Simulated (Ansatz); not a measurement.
Input

```
crystal:
  lattice:
    - [4.1279365, 0.0, 0.0]
    - [0.0, 4.1279365, 0.0]
    - [0.0, 0.0, 11.67556756]
  atoms:
    - { symbol: Sn, position: [0.5, 0.5, 0.0] }
    - { symbol: Ge, position: [0.0, 0.0, 0.75] }
    - { symbol: Ge, position: [0.5, 0.5, 0.5] }
    - { symbol: Ge, position: [0.0, 0.0, 0.25] }
    - { symbol: Se, position: [0.0, 0.0, 0.5] }
    - { symbol: Se, position: [0.5, 0.5, 0.25] }
    - { symbol: Se, position: [0.0, 0.0, 0.0] }
    - { symbol: Se, position: [0.5, 0.5, 0.75] }
basis:
  ecutwfc: 420
kpoints:
  mp_grid: { grid: [10, 10, 4] }
hamiltonian:
  xc: pbe
scf:
  occupations: { method: gaussian, width: 0.1 }
output:
  forces: true
  stress: true
  eigenvalues: true
  write_density: true
  write_potential: true
  elf: true
  volumetric_format: npy
relax:
  adjacent_minimum: "off"
  f_tol: 0.01
  max_steps: 80
  cell: { stress_tol: 0.05 }
```

Launched as:

```sh
ansatz run input.yaml --threads 1 --pin off --max-ram 2560MiB --backend cpu --events-out ev --progress --plain --runs-dir out
```

Below, planes, directions and counts refer to the conventional cell (a = 4.09 Å, b = 4.09 Å, c = 11.54 Å, α = 90.00°, β = 90.00°, γ = 90.00°).

The fields are those of the run's last geometry, not of the input's.

Space group P4/mmm; a structure generated by program, which may or may not match a known phase.

Computed with Ansatz, DFT PBE, scalar-relativistic, plane waves, PAW.

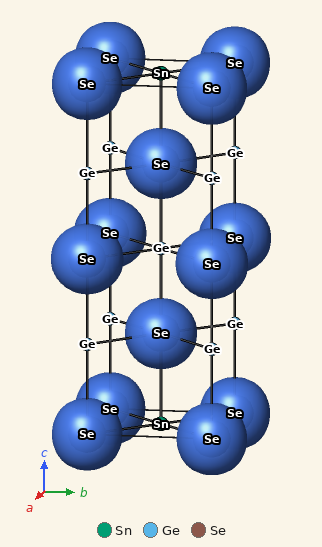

SnGe$_{3}$Se$_{4}$. Isosurface of the electron localisation function at 0.7 (blue), seen slightly off an axis. Core shells and regions of very low density are left out. Sticks mark near contacts.

Core electrons are frozen (PAW), and the valence fields are smoothed inside the atomic spheres.

**Describe the localisation domains.**

The surface consists of four regions wrapped around Se (the valence shell of each), counted in one cell of 8 atoms. Any copies at cell faces, edges or corners count once. Profiles from the grid: Ge–Se (2.79 Å): the ELF is about 0.50 at the midpoint and 0.40 at its lowest between the atoms. Sn–Se (2.89 Å): the ELF is about 0.45 at the midpoint and 0.30 at its lowest between the atoms.
